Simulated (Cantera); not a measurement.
A closed system holds: 1 mol TiCl4, 10 mol H2, 0.26 mol C3H8, held at 0.100 bar.

Method: chemical equilibrium by Gibbs-energy minimisation in Cantera with the NASA 1993 tables (ideal gas, pure condensed phases). Candidate condensed phases: C, C6H6, C7H8, C8H18, Ti, TiC, TiCl2, TiCl3, TiCl4; 96 gas species. The tables' values for TiCl2 are old estimates; treat these amounts as uncertain. TiC: taken at fixed stoichiometry. Kinetics and transport are ignored.

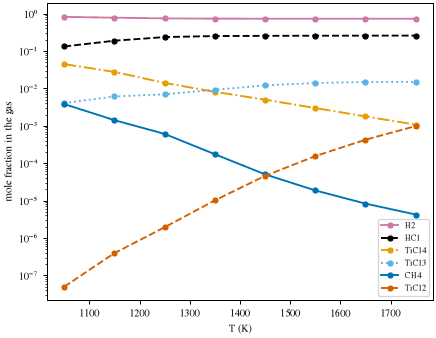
Figure. Equilibrium gas composition (values under 1e-9 drawn at 1e-9)

From 1050 K to 1250 K the condensed part is C(graphite) + TiC(s). From 1350 K to 1750 K the condensed part is TiC(s). The main Ti-bearing gas is TiCl4 at 1050 K and TiCl3 at 1750 K.
